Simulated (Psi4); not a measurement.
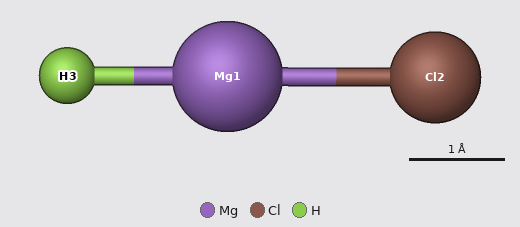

*The structure as given in the input (ball-and-stick view, seen at a tilt; atoms are numbered from 1 in the order of the input). Sticks mark near contacts.*

**MgHCl: molecular dynamics (part 1 of 2)**

- system: MgHCl
- method: PBE0/cc-pVTZ, RKS, dispersion D4 (Psi4 1.11)

The geometry comes from this level: PBE0-D4/def2-TZVP.

Output:
```
gradient() will perform analytic gradient computation.

   => Loading Basis Set <=

    Name: CC-PVTZ
    Role: ORBITAL
    Keyword: BASIS

   => PBE0-D4(BJ,EEQ)ATM: Empirical Dispersion <=

        a1 =       0.400856
        a2 =       5.029288
       alp =      16.000000
        s6 =       1.000000
        s8 =       1.200655
        s9 =       1.000000
        ga =       3.000000
        gc =       2.000000
        wf =       6.000000

         ---------------------------------------------------------
                                   SCF
                              RKS Reference
                        1 Threads,   1525 MiB Core
         ---------------------------------------------------------

  ==> Geometry <==

    Molecular point group: c1
    Full point group: C1

    Geometry (in Angstrom), charge = 0, multiplicity = 1:

       Center              X                  Y                   Z               Mass
    ------------   -----------------  -----------------  -----------------  -----------------
         MG          -1.099786232514     0.254276092571    -0.568702828497    23.985041697000
         CL           0.827556319887    -0.194296080535     0.429071840707    34.968852682000
         H           -2.540397697712     0.690088370324    -1.353200098585     1.007825032230

  Running in c1 symmetry.

  Rotational constants: A =   1886.52106  B =      0.21381  C =      0.21378 [cm^-1]
  Rotational constants: A = 56556478.43993  B =   6409.72215  C =   6408.99580 [MHz]
  Nuclear repulsion =   54.752196054253510

  Charge       = 0
  Multiplicity = 1
  Electrons    = 30
  Nalpha       = 15
  Nbeta        = 15

  ==> Algorithm <==

  SCF Algorithm Type is DF.
  DIIS enabled.
  MOM disabled.
  Fractional occupation disabled.
  Guess Type is SAD.
  Energy threshold   = 1.00e-08
  Density threshold  = 1.00e-08
  Integral threshold = 1.00e-12

  ==> Primary Basis <==

  Basis Set: CC-PVTZ
    Blend: CC-PVTZ
    Number of shells: 30
    Number of basis functions: 82
    Number of Cartesian functions: 93
    Spherical Harmonics?: true
    Max angular momentum: 3

  ==> DFT Potential <==

   => LibXC <=

    Version 7.1.2

   => Composite Functional: PBE0-D4BJEEQATM <=

    PBE0-d4bjeeqatm Hyb-GGA Exchange-Correlation Functional

    Deriv               =              1
    GGA                 =           TRUE
    Meta                =          FALSE

    Exchange Hybrid     =           TRUE
    MP2 Hybrid          =          FALSE

   => Exchange Functionals <=

    0.7500   Perdew, Burke & Ernzerhof

   => Exact (HF) Exchange <=

    0.2500               HF

   => Correlation Functionals <=

    1.0000   Perdew, Burke & Ernzerhof

   => LibXC Density Thresholds  <==

    XC_HYB_GGA_XC_PBEH:  1.00E-15

   => Molecular Quadrature <=

    Radial Scheme          =       TREUTLER
    Pruning Scheme         =           NONE
    Nuclear Scheme         =       TREUTLER

    Blocking Scheme        =         OCTREE
    BS radius alpha        =              1
    Pruning alpha          =              1
    Radial Points          =             75
    Spherical Points       =            302
    Total Points           =          65680
    Total Blocks           =            586
    Max Points             =            255
    Max Functions          =             82
    Weights Tolerance      =       1.00E-15

   => Loading Basis Set <=

    Name: (CC-PVTZ AUX)
    Role: JKFIT
    Keyword: DF_BASIS_SCF

  ==> Integral Setup <==

  DFHelper Memory: AOs need 0.015 GiB; user supplied 0.985 GiB.
  SCF_SUBTYPE=INCORE selected. In-core MEM_DF algorithm will be used.
  Using in-core AOs.

  ==> MemDFJK: Density-Fitted J/K Matrices <==

    J tasked:                   Yes
    K tasked:                   Yes
    wK tasked:                   No
    Memory [MiB]:              1008
    Algorithm:                 Core
    Schwarz Cutoff:           1E-12
    Mask sparsity (%):       0.5651
    Fitting Condition:        1E-10

   => Auxiliary Basis Set <=

  Basis Set: (CC-PVTZ AUX)
    Blend: CC-PVTZ-JKFIT + DEF2-UNIVERSAL-JKFIT
    Number of shells: 81
    Number of basis functions: 263
    Number of Cartesian functions: 317
    Spherical Harmonics?: true
    Max angular momentum: 4

  Cached 100.0% of DFT collocation blocks in 0.132 [GiB].

  Minimum eigenvalue in the overlap matrix is 1.3118373428E-03.
  Reciprocal condition number of the overlap matrix is 2.9498035661E-04.
    Using symmetric orthogonalization.

  ==> Pre-Iterations <==

  SCF Guess: Superposition of Atomic Densities via on-the-fly atomic UHF (no occupation information).

   -------------------------
    Irrep   Nso     Nmo
   -------------------------
     A         82      82
   -------------------------
    Total      82      82
   -------------------------

  ==> Iterations <==

                           Total Energy        Delta E     RMS |[F,P]|

   @DF-RKS iter SAD:  -660.24979165058676   -6.60250e+02   0.00000e+00
   @DF-RKS iter   1:  -660.63414855919598   -3.84357e-01   4.33616e-03 ADIIS/DIIS
   @DF-RKS iter   2:  -660.65297404454861   -1.88255e-02   3.94636e-03 ADIIS/DIIS
   @DF-RKS iter   3:  -660.70315933373161   -5.01853e-02   4.87954e-04 ADIIS/DIIS
   @DF-RKS iter   4:  -660.70422061409568   -1.06128e-03   9.60212e-05 DIIS
   @DF-RKS iter   5:  -660.70425399803082   -3.33839e-05   1.58139e-05 DIIS
   @DF-RKS iter   6:  -660.70425518685545   -1.18882e-06   2.64040e-06 DIIS
   @DF-RKS iter   7:  -660.70425522502694   -3.81715e-08   3.13809e-07 DIIS
   @DF-RKS iter   8:  -660.70425522555524   -5.28303e-10   5.76898e-08 DIIS
   @DF-RKS iter   9:  -660.70425522556991   -1.46656e-11   4.19175e-09 DIIS
  Energy and wave function converged.

  ==> Post-Iterations <==

   Electrons on quadrature grid:
      Ntotal   =   29.9999994039 ; deviation = -5.961e-07

    Orbital Energies [Eh]
    ---------------------

    Doubly Occupied:

       1A   -101.688739     2A    -46.976787     3A     -9.492822
       4A     -7.223735     5A     -7.221647     6A     -7.221646
       7A     -3.189497     8A     -1.914641     9A     -1.914637
      10A     -1.907014    11A     -0.791281    12A     -0.360475
      13A     -0.315865    14A     -0.315863    15A     -0.303508

    Virtual:

      16A     -0.037843    17A     -0.020135    18A     -0.019299
      19A      0.048342    20A      0.086704    21A      0.098175
      22A      0.098440    23A      0.195383    24A      0.200748
      25A      0.200845    26A      0.209391    27A      0.212004
      28A      0.300907    29A      0.356716    30A      0.397461
      31A      0.397704    32A      0.449238    33A      0.486775
      34A      0.486775    35A      0.528585    36A      0.530148
      37A      0.563814    38A      0.569437    39A      0.586282
      40A      0.662698    41A      0.769285    42A      0.769285
      43A      0.786261    44A      0.786264    45A      0.799173
      46A      0.799283    47A      0.803468    48A      0.809872
      49A      0.810082    50A      0.861835    51A      0.862336
      52A      1.081642    53A      1.168820    54A      1.215247
      55A      1.216101    56A      1.442231    57A      1.646425
      58A      1.975389    59A      1.975475    60A      2.047556
      61A      2.047675    62A      2.107932    63A      2.127479
      64A      2.127480    65A      2.164210    66A      2.164211
      67A      2.300427    68A      2.300501    69A      2.315468
      70A      2.433736    71A      2.434884    72A      2.712924
      73A      2.888545    74A      3.289959    75A      3.289989
      76A      3.497712    77A      3.499469    78A      3.747860
      79A      3.945097    80A      3.945112    81A      4.383258
      82A      5.198693

    Final Occupation by Irrep:
              A
    DOCC [    15 ]
    NA   [    15 ]
    NB   [    15 ]

  @DF-RKS Final Energy:  -660.70425522556991

   => Energetics <=

    Nuclear Repulsion Energy =             54.7521960542535098
    One-Electron Energy =               -1025.2473948294807542
    Two-Electron Energy =                 343.6802070679051440
    DFT Exchange-Correlation Energy =     -33.8881757831383794
    Empirical Dispersion Energy =          -0.0010877351093758
    VV10 Nonlocal Energy =                  0.0000000000000000
    Total Energy =                       -660.7042552255699093

Computation Completed

Properties will be evaluated at   0.000000,   0.000000,   0.000000 [a0]

Properties computed using the SCF density matrix

 Multipole Moments:

 ------------------------------------------------------------------------------------
     Multipole            Electronic (a.u.)      Nuclear  (a.u.)        Total (a.u.)
 ------------------------------------------------------------------------------------

 L = 1.  Multiply by 2.5417464519 to convert [e a0] to [Debye]
 Dipole X            :          2.5473486           -3.1546616           -0.6073130
 Dipole Y            :         -0.7759666            0.8283957            0.0524291
 Dipole Z            :          1.3892384           -1.6694082           -0.2801698
 Magnitude           :                                                    0.6708748

 ------------------------------------------------------------------------------------

	total time  =          4 seconds =       0.07 minutes

         ------------------------------------------------------------
                                   SCF GRAD
         ------------------------------------------------------------

  ==> Geometry <==

    Molecular point group: c1
    Full point group: C1

    Geometry (in Angstrom), charge = 0, multiplicity = 1:

       Center              X                  Y                   Z               Mass
    ------------   -----------------  -----------------  -----------------  -----------------
         MG          -1.099786232514     0.254276092571    -0.568702828497    23.985041697000
         CL           0.827556319887    -0.194296080535     0.429071840707    34.968852682000
         H           -2.540397697712     0.690088370324    -1.353200098585     1.007825032230

  Nuclear repulsion =   54.752196054253510

  ==> Basis Set <==

  Basis Set: CC-PVTZ
    Blend: CC-PVTZ
    Number of shells: 30
    Number of basis functions: 82
    Number of Cartesian functions: 93
    Spherical Harmonics?: true
    Max angular momentum: 3

  ==> DFJKGrad: Density-Fitted SCF Gradients <==

    Gradient:                    1
    J tasked:                  Yes
    K tasked:                  Yes
    wK tasked:                  No
    Integrals threads:           1
    Memory [MiB]:             1144
    Schwarz Cutoff:          1E-12
    Fitting Condition:       1E-10

   => Auxiliary Basis Set <=

  Basis Set: (CC-PVTZ AUX)
    Blend: CC-PVTZ-JKFIT + DEF2-UNIVERSAL-JKFIT
    Number of shells: 81
    Number of basis functions: 263
    Number of Cartesian functions: 317
    Spherical Harmonics?: true
    Max angular momentum: 4

  ==> DFT Potential <==

   => LibXC <=

    Version 7.1.2

   => Composite Functional: PBE0-D4BJEEQATM <=

    PBE0-d4bjeeqatm Hyb-GGA Exchange-Correlation Functional

    Deriv               =              1
    GGA                 =           TRUE
    Meta                =          FALSE

    Exchange Hybrid     =           TRUE
    MP2 Hybrid          =          FALSE

   => Exchange Functionals <=

    0.7500   Perdew, Burke & Ernzerhof

   => Exact (HF) Exchange <=

    0.2500               HF

   => Correlation Functionals <=

    1.0000   Perdew, Burke & Ernzerhof

   => LibXC Density Thresholds  <==

    XC_HYB_GGA_XC_PBEH:  1.00E-15

   => Molecular Quadrature <=

    Radial Scheme          =       TREUTLER
    Pruning Scheme         =           NONE
    Nuclear Scheme         =       TREUTLER

    Blocking Scheme        =         OCTREE
    BS radius alpha        =              1
    Pruning alpha          =              1
    Radial Points          =             75
    Spherical Points       =            302
    Total Points           =          65680
    Total Blocks           =            586
    Max Points             =            255
    Max Functions          =             82
    Weights Tolerance      =       1.00E-15

  -Total Gradient:
     Atom            X                  Y                   Z
    ------   -----------------  -----------------  -----------------
       1       -0.004289854451    -0.000174925733    -0.001769100104
       2        0.005626784403    -0.000860060125     0.002739890832
       3       -0.001394929560     0.001036897206    -0.000996355662

	total time  =          1 seconds =       0.02 minutes
```

Standard output:
```
step   0  Epot  -17978.685179  Ekin  0.111788  Etot  -17978.573392 eV  T   288.3 K
step   1  Epot  -17978.676140  Ekin  0.102794  Etot  -17978.573347 eV  T   265.1 K
step   2  Epot  -17978.653089  Ekin  0.080284  Etot  -17978.572805 eV  T   207.0 K
step   3  Epot  -17978.625209  Ekin  0.053261  Etot  -17978.571947 eV  T   137.3 K
step   4  Epot  -17978.606013  Ekin  0.034725  Etot  -17978.571288 eV  T    89.5 K
step   5  Epot  -17978.605612  Ekin  0.034302  Etot  -17978.571310 eV  T    88.5 K
step   6  Epot  -17978.623730  Ekin  0.051732  Etot  -17978.571998 eV  T   133.4 K
step   7  Epot  -17978.649922  Ekin  0.077066  Etot  -17978.572856 eV  T   198.7 K
step   8  Epot  -17978.670770  Ekin  0.097390  Etot  -17978.573379 eV  T   251.1 K
step   9  Epot  -17978.677483  Ekin  0.104078  Etot  -17978.573405 eV  T   268.4 K
step  10  Epot  -17978.668759  Ekin  0.095693  Etot  -17978.573066 eV  T   246.8 K
step  11  Epot  -17978.649136  Ekin  0.076551  Etot  -17978.572584 eV  T   197.4 K
step  12  Epot  -17978.625728  Ekin  0.053596  Etot  -17978.572132 eV  T   138.2 K
step  13  Epot  -17978.605486  Ekin  0.033683  Etot  -17978.571803 eV  T    86.9 K
step  14  Epot  -17978.593598  Ekin  0.021966  Etot  -17978.571632 eV  T    56.6 K
step  15  Epot  -17978.592809  Ekin  0.021181  Etot  -17978.571628 eV  T    54.6 K
step  16  Epot  -17978.603216  Ekin  0.031425  Etot  -17978.571791 eV  T    81.0 K
step  17  Epot  -17978.622259  Ekin  0.050145  Etot  -17978.572114 eV  T   129.3 K
step  18  Epot  -17978.644901  Ekin  0.072335  Etot  -17978.572566 eV  T   186.5 K
step  19  Epot  -17978.664263  Ekin  0.091206  Etot  -17978.573056 eV  T   235.2 K
step  20  Epot  -17978.673153  Ekin  0.099737  Etot  -17978.573416 eV  T   257.2 K
step  21  Epot  -17978.666760  Ekin  0.093338  Etot  -17978.573422 eV  T   240.7 K
step  22  Epot  -17978.645958  Ekin  0.073029  Etot  -17978.572929 eV  T   188.3 K
step  23  Epot  -17978.619166  Ekin  0.047090  Etot  -17978.572076 eV  T   121.4 K
step  24  Epot  -17978.599817  Ekin  0.028461  Etot  -17978.571356 eV  T    73.4 K
step  25  Epot  -17978.598903  Ekin  0.027615  Etot  -17978.571287 eV  T    71.2 K
step  26  Epot  -17978.617449  Ekin  0.045527  Etot  -17978.571922 eV  T   117.4 K
step  27  Epot  -17978.645761  Ekin  0.072967  Etot  -17978.572794 eV  T   188.2 K
step  28  Epot  -17978.670166  Ekin  0.096794  Etot  -17978.573372 eV  T   249.6 K
step  29  Epot  -17978.680972  Ekin  0.107523  Etot  -17978.573449 eV  T   277.3 K
step  30  Epot  -17978.675956  Ekin  0.102818  Etot  -17978.573138 eV  T   265.1 K
step  31  Epot  -17978.659068  Ekin  0.086407  Etot  -17978.572661 eV  T   222.8 K
step  32  Epot  -17978.637202  Ekin  0.065004  Etot  -17978.572198 eV  T   167.6 K
step  33  Epot  -17978.617342  Ekin  0.045492  Etot  -17978.571850 eV  T   117.3 K
step  34  Epot  -17978.604856  Ekin  0.033199  Etot  -17978.571657 eV  T    85.6 K
step  35  Epot  -17978.602750  Ekin  0.031125  Etot  -17978.571626 eV  T    80.3 K
step  36  Epot  -17978.611456  Ekin  0.039701  Etot  -17978.571755 eV  T   102.4 K
step  37  Epot  -17978.628815  Ekin  0.056773  Etot  -17978.572042 eV  T   146.4 K
step  38  Epot  -17978.650226  Ekin  0.077766  Etot  -17978.572459 eV  T   200.5 K
step  39  Epot  -17978.669169  Ekin  0.096238  Etot  -17978.572931 eV  T   248.2 K
step  40  Epot  -17978.678537  Ekin  0.105232  Etot  -17978.573305 eV  T   271.4 K
```
